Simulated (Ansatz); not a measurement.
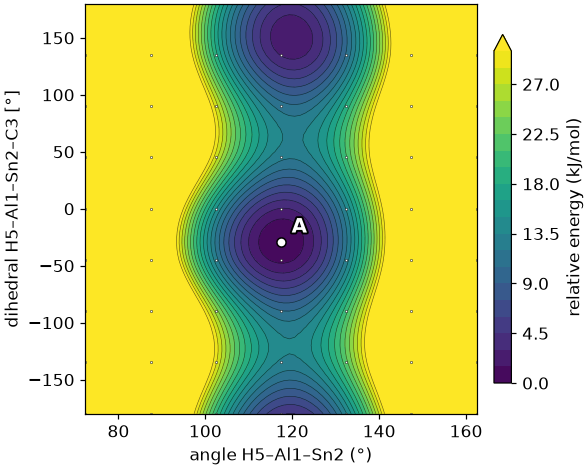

CH₆Al₂Sn, SMILES [AlH2][SnH]1[CH2][AlH]1. The first coordinate is: angle H5–Al1–Sn2; the second: dihedral H5–Al1–Sn2–C3. Nothing is relaxed (all other coordinates rigid). The scan uses a 7 × 8 grid. Points are written as (first, second). Energies are in kJ/mol, from the relaxed molecule at the same level. Theory: Ansatz 0.2.0, RKS CAM-B3LYP-D4/def2-SVP.

The picture shows filled contours, dots at the grid points, one colour for all values above the top of the scale, the well A. Between grid points the surface is interpolated.

**Estimate the position of the minimum and the force constants in these coordinates. Take the well at A.**

The interpolated minimum is at angle H5–Al1–Sn2 ≈ 117.4°, dihedral H5–Al1–Sn2–C3 ≈ −29°. The curvatures there are about 3.5 eV/rad² and 0.25 eV/rad², with a cross term of about 0 eV/rad². Round the minimum the two coordinates are nearly uncoupled. (1 eV is 96.5 kJ/mol.)
